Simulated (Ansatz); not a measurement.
Molecule (SMILES): [O-][O+]=O.
Atoms: O1, O2, O3. Bonds: O1-O2, O2-O3.

Basis-set convergence of the highest harmonic wavenumber at MP2 with Ansatz (an electronic-structure program). Each level at its own minimum, finite differences of forces, unscaled; the reference is a large set that could be run, not a limit. Cartesian d functions, on some or all atoms, in 6-31G*; all else is spherical. Cores are frozen. The T1 diagnostic of CCSD is high for at least one species. A restricted Hartree-Fock determinant is unstable towards unrestricted orbitals. No added dispersion term, no relativity. Reference: the value in def2-QZVPP, 2212 cm⁻¹, itself unsure by roughly 20 cm⁻¹ (its mean distance from cc-pVQZ, aug-cc-pVTZ, def2-TZVPPD). Deviations are taken from unrounded values. Cost is core time over that of 6-311+G**, rough, on shared machines of one kind; a dash marks a row that isn't timed (too short, read off another run, short of memory, by another algorithm or on other hardware).

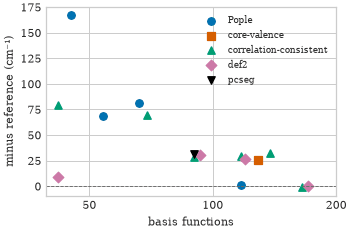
Figure. Deviation from the reference against the number of basis functions, by family of sets.

```
basis              functions  highest harmonic wavenumber (cm⁻¹)  minus reference (cm⁻¹)  cost
-----------------  ---------  ----------------------------------  ----------------------  ----
cc-pVDZ                   42                                2291                      80     -
def2-SVP                  42                                2220                       9     -
6-31G*                    45                                2379                     167     -
6-311G**                  54                                2281                      69  0.6×
6-311+G**                 66                                2293                      81    1×
aug-cc-pVDZ               69                                2281                      70    1×
cc-pVTZ                   90                                2241                      29    2×
pcseg-2                   90                                2243                      31    2×
def2-TZVPP                93                                2242                      31    1×
6-311++G(3df,3pd)        117                                2213                       1    3×
jun-cc-pV(T+d)Z          117                                2241                      29    4×
def2-TZVPPD              120                                2239                      27    3×
cc-pCVTZ                 129                                2237                      25    5×
aug-cc-pVTZ              138                                2244                      32    7×
cc-pVQZ                  165                                2211                      -1    9×
def2-QZVPP               171                                2212                       0   10×
```
